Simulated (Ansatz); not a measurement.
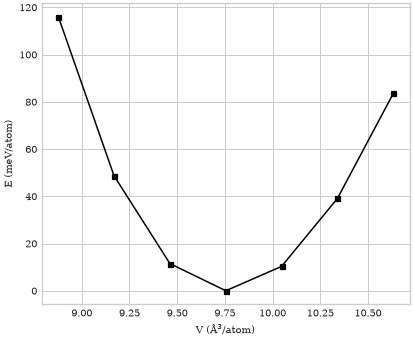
ReC (CsCl type, space group No. 221) under volume change, the program Ansatz at the PBE level (PAW), scaled uniformly.

Question: What does a third-order Birch–Murnaghan fit give for V₀, B₀ and B′?

Answer: V₀ = 9.75 Å³/atom, B₀ = 396 GPa, B′ = 4.5.

Space group Pm-3m (CsCl type). The cell is a constructed one: a structure type filled with these elements; neither database checked (COD, Materials Project) lists it. Whether it is the stable phase at ambient conditions was not checked. The cell was relaxed with PBE under the symmetry of its start; its stability against distortions is not shown here. No spin polarisation was allowed. Spin–orbit coupling is left out wherever it is not named.

Potentials: the earlier of the program's two PAW sets.
